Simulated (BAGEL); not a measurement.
# AlGeH4F (SMILES [F][AlH][GeH3]) at 3 levels

Aim: a comparison of 3 runs (B3LYP/def2-SVPD, PBE0/def2-SVPD, RI-MP2/def2-SVPD) of AlGeH4F. 

The calculation is run with BAGEL 1.2.2.

1 further run of the same task is left out (it didn't finish).

### Step 1. The molecule

The species is AlGeH4F (7 atoms), meant as a singlet with charge 0. SMILES: `[F][AlH][GeH3]`. Geometry: relaxed at PBE0-D4/def2-TZVP.

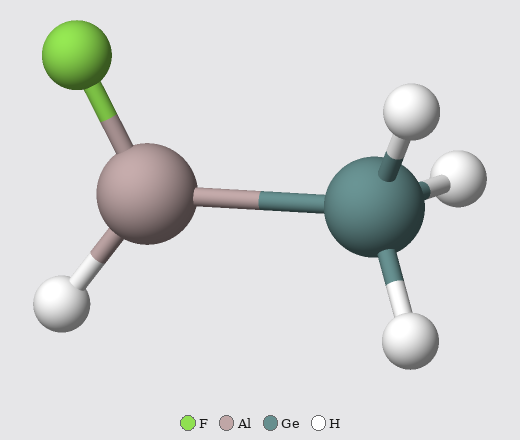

Viewed from a chosen angle; fluorine green, aluminium light grey, germanium teal, hydrogen white.

### Step 2. A single-point energy at B3LYP/def2-SVPD (density fitting with qzvpp-jkfit) (run 1)

File calc.json:

```json
{ "bagel": [

{
  "title": "molecule",
  "basis": "def2-svpd.json",
  "df_basis": "qzvpp-jkfit",
  "angstrom": "true",
  "geometry": [
    { "atom": "F", "xyz": [   -2.002000,   -1.487800,    0.716500 ] },
    { "atom": "Al", "xyz": [   -0.491500,   -1.327100,    0.066600 ] },
    { "atom": "Ge", "xyz": [    0.428200,    0.960300,   -0.065100 ] },
    { "atom": "H", "xyz": [    0.204000,   -2.659900,   -0.422600 ] },
    { "atom": "H", "xyz": [    0.095700,    1.599200,   -1.428000 ] },
    { "atom": "H", "xyz": [   -0.136400,    1.887000,    1.024800 ] },
    { "atom": "H", "xyz": [    1.963300,    0.960200,    0.062300 ] }
  ]
},
{
  "title": "ks",
  "xc_func": "b3lyp"
},
{
  "title": "print",
  "file": "orbitals.molden",
  "orbitals": "true"
}

]}
```

The basis set def2-SVPD is read from a file made from the Basis Set Exchange's data (not shown).

Run with:

```console
$ BAGEL_NUM_THREADS=1 BAGEL calc.json > calc.out
```

Output:

```text
* using 1 threads per process

  ===============================================================
  ===============================================================

  *** Geometry ***

  { "atom" : "F", "xyz" : [     -3.783232,     -2.811535,      1.353989 ] },
  { "atom" : "Al", "xyz" : [     -0.928800,     -2.507856,      0.125856 ] },
  { "atom" : "Ge", "xyz" : [      0.809181,      1.814704,     -0.123021 ] },
  { "atom" : "H", "xyz" : [      0.385504,     -5.026483,     -0.798598 ] },
  { "atom" : "H", "xyz" : [      0.180847,      3.022050,     -2.698529 ] },
  { "atom" : "H", "xyz" : [     -0.257759,      3.565913,      1.936591 ] },
  { "atom" : "H", "xyz" : [      3.710099,      1.814515,      0.117730 ] },

  Number of auxiliary basis functions:      543

  Since a DF basis is specified, we compute 2- and 3-index integrals:
    o Being stored without compression. Storage requirement is 0.059 GB

  Number of basis functions:      117
  Number of electrons      :       58

    * METHOD: MOLECULE                             0.30

  *** Kohn-Sham DFT ***

    * Removing 10862 points whose weight is below 1.00e-10
    * Grid points: 93480

  === Nuclear Repulsion ===
   223.9502858712

       - DIIS with orbital gradients will be used.

  === KS iteration (b3lyp / def2-svpd.json) ===
      0      -2324.87150487          0.06191624           0.49
      1      -1996.91759933          0.23383425           0.46
      2      -2218.38717726          0.08789270           0.47
      3      -2070.06593723          0.18666458           0.48
      4      -2143.65996932          0.15738047           0.47
      5      -2294.27419510          0.11447243           0.47
      6      -2403.37250646          0.07197262           0.47
      7      -2347.57176210          0.33926604           0.47
      8      -2256.45285689          0.13706834           0.47
      9      -2378.39407751          0.09647789           0.46
[... 12 lines of this table left out ...]
     22      -2421.40719463          0.00000016           0.45
     23      -2421.40719463          0.00000005           0.45
     24      -2421.40719463          0.00000001           0.46
     25      -2421.40719463          0.00000001           0.46
    * SCF iteration converged.

    * Permanent dipole moment:
           (   -0.491866,    -0.030016,     0.197606) a.u.

    * METHOD: KS                                  12.55

    * METHOD: PRINT                                0.02

  ===============================================================
```

Run time: 13 s. Hardware: 1 thread of Arm Neoverse V2, shared host; peak memory 0.53 GiB.

### Step 3. A single-point energy at PBE0/def2-SVPD (density fitting with qzvpp-jkfit) (run 2)

File input.json:

```json
{ "bagel": [

{
  "title": "molecule",
  "basis": "def2-svpd.json",
  "df_basis": "qzvpp-jkfit",
  "angstrom": "true",
  "geometry": [
    { "atom": "F", "xyz": [   -2.002000,   -1.487800,    0.716500 ] },
    { "atom": "Al", "xyz": [   -0.491500,   -1.327100,    0.066600 ] },
    { "atom": "Ge", "xyz": [    0.428200,    0.960300,   -0.065100 ] },
    { "atom": "H", "xyz": [    0.204000,   -2.659900,   -0.422600 ] },
    { "atom": "H", "xyz": [    0.095700,    1.599200,   -1.428000 ] },
    { "atom": "H", "xyz": [   -0.136400,    1.887000,    1.024800 ] },
    { "atom": "H", "xyz": [    1.963300,    0.960200,    0.062300 ] }
  ]
},
{ "title": "ks", "xc_func": "pbe0" },
{ "title": "print", "file": "orbitals.molden", "orbitals": "true" }

]}
```

The basis set def2-SVPD is read from a file made from the Basis Set Exchange's data (not shown).

Run with:

```console
$ BAGEL_NUM_THREADS=1 BAGEL input.json > input.out
```

Output:

```text
* using 1 threads per process

  ===============================================================
  ===============================================================

  *** Geometry ***

  { "atom" : "F", "xyz" : [     -3.783232,     -2.811535,      1.353989 ] },
  { "atom" : "Al", "xyz" : [     -0.928800,     -2.507856,      0.125856 ] },
  { "atom" : "Ge", "xyz" : [      0.809181,      1.814704,     -0.123021 ] },
  { "atom" : "H", "xyz" : [      0.385504,     -5.026483,     -0.798598 ] },
  { "atom" : "H", "xyz" : [      0.180847,      3.022050,     -2.698529 ] },
  { "atom" : "H", "xyz" : [     -0.257759,      3.565913,      1.936591 ] },
  { "atom" : "H", "xyz" : [      3.710099,      1.814515,      0.117730 ] },

  Number of auxiliary basis functions:      543

  Since a DF basis is specified, we compute 2- and 3-index integrals:
    o Being stored without compression. Storage requirement is 0.059 GB

  Number of basis functions:      117
  Number of electrons      :       58

    * METHOD: MOLECULE                             0.29

  *** Kohn-Sham DFT ***

    * Removing 10862 points whose weight is below 1.00e-10
    * Grid points: 93480

  === Nuclear Repulsion ===
   223.9502858712

       - DIIS with orbital gradients will be used.

  === KS iteration (pbe0 / def2-svpd.json) ===
      0      -2324.49083548          0.06181743           0.48
      1      -2005.01095764          0.24712815           0.44
      2      -2218.07821197          0.08803790           0.44
      3      -2065.28448934          0.19954265           0.45
      4      -2140.62049831          0.16553979           0.45
      5      -2292.27508096          0.12267006           0.45
      6      -2300.89831832          0.11181629           0.45
      7      -2299.69085457          0.12256027           0.44
      8      -2223.17860153          0.09665870           0.45
      9      -2402.71514217          0.07637766           0.45
[... 15 lines of this table left out ...]
     25      -2420.85827355          0.00000022           0.45
     26      -2420.85827355          0.00000010           0.44
     27      -2420.85827355          0.00000003           0.49
     28      -2420.85827355          0.00000001           0.48
    * SCF iteration converged.

    * Permanent dipole moment:
           (   -0.501346,    -0.046478,     0.200787) a.u.

    * METHOD: KS                                  13.49

    * METHOD: PRINT                                0.02

  ===============================================================
```

It took 14 s on 1 thread of Arm Neoverse V2, shared host; peak memory 0.53 GiB.

### Step 4. A single-point energy at RI-MP2/def2-SVPD (density fitting with qzvpp-jkfit) (run 3)

Edit input.json of step 3 so:

```diff
@@ -6,3 +6,3 @@
   "df_basis": "qzvpp-jkfit",
-  "angstrom": "true",
+  "angstrom": true,
   "geometry": [
@@ -17,4 +17,4 @@
 },
-{ "title": "ks", "xc_func": "pbe0" },
-{ "title": "print", "file": "orbitals.molden", "orbitals": "true" }
+{ "title": "hf", "charge": 0 },
+{ "title": "mp2", "charge": 0, "ncore": 15 }
```

The basis set def2-SVPD is read from a file made from the Basis Set Exchange's data (not shown).

Run with:

```console
$ BAGEL_NUM_THREADS=1 BAGEL input.json > input.out
```

Output:

```text
* using 1 threads per process

  ===============================================================
  ===============================================================

  *** Geometry ***

  { "atom" : "F", "xyz" : [     -3.783232,     -2.811535,      1.353989 ] },
  { "atom" : "Al", "xyz" : [     -0.928800,     -2.507856,      0.125856 ] },
  { "atom" : "Ge", "xyz" : [      0.809181,      1.814704,     -0.123021 ] },
  { "atom" : "H", "xyz" : [      0.385504,     -5.026483,     -0.798598 ] },
  { "atom" : "H", "xyz" : [      0.180847,      3.022050,     -2.698529 ] },
  { "atom" : "H", "xyz" : [     -0.257759,      3.565913,      1.936591 ] },
  { "atom" : "H", "xyz" : [      3.710099,      1.814515,      0.117730 ] },

  Number of auxiliary basis functions:      543

  Since a DF basis is specified, we compute 2- and 3-index integrals:
    o Being stored without compression. Storage requirement is 0.059 GB

  Number of basis functions:      117
  Number of electrons      :       58

    * METHOD: MOLECULE                             0.29

  *** RHF ***

  === Nuclear Repulsion ===
   223.9502858712

      * DIIS with orbital gradients will be used.

  === RHF iteration (def2-svpd.json) ===
      0      -2418.44887533          0.01718759           0.13
      1      -2418.58334559          0.01383380           0.13
      2      -2418.70525756          0.00129130           0.13
      3      -2418.70720902          0.00028039           0.12
      4      -2418.70726766          0.00010098           0.12
      5      -2418.70727598          0.00002045           0.12
      6      -2418.70727648          0.00000444           0.12
      7      -2418.70727651          0.00000123           0.12
      8      -2418.70727651          0.00000034           0.13
      9      -2418.70727651          0.00000009           0.12
     10      -2418.70727651          0.00000004           0.12
     11      -2418.70727651          0.00000001           0.13
     12      -2418.70727651          0.00000000           0.12
    * SCF iteration converged.

    * Permanent dipole moment:
           (   -0.517175,    -0.013255,     0.206371) a.u.

    * METHOD: HF                                   1.91

  *** RHF ***

  === Nuclear Repulsion ===
   223.9502858712

      * DIIS with orbital gradients will be used.

  === RHF iteration (def2-svpd.json) ===
      0      -2418.70727651          0.00000000           0.12
    * SCF iteration converged.

    * Permanent dipole moment:
           (   -0.517175,    -0.013255,     0.206371) a.u.

  === DF-MP2 calculation ===

    * freezing 15 orbitals
    * 3-index integral transformation done
    * assembly done

      MP2 correlation energy:   -0.5052161595      0.07

      MP2 total energy:       -2419.2124926712

    * METHOD: MP2                                  0.33

  ===============================================================
```

Run time: 2.7 s. Hardware: 1 thread of Arm Neoverse V2, shared host; peak memory 0.19 GiB.

### Step 5. Overview of the runs

| run | level | frozen core orbitals | energy (Eh) | dipole moment (D) | HOMO energy (eV) | LUMO energy (eV) | wall time |
| --- | --- | --- | --- | --- | --- | --- | --- |
| 1 | B3LYP/def2-SVPD (density fitting with qzvpp-jkfit) | – | -2421.407195 | 1.35 | -7.70 | -1.97 | 13 s |
| 2 | PBE0/def2-SVPD (density fitting with qzvpp-jkfit) | – | -2420.858274 | 1.38 | -7.89 | -1.77 | 14 s |
| 3 | RI-MP2/def2-SVPD (density fitting with qzvpp-jkfit) | 15 | -2419.212493 | – | – | – | 2.7 s |

### Step 6. Results

```
                                           quantity           value
                                run 3: total energy  -2419.21249 Eh
run 3: correlation energy (15 core orbitals frozen)      -505.2 mEh
```

What this shows: Totals of different functionals can't be ranked against each other. All runs together took 30 s, the longest 14 s.
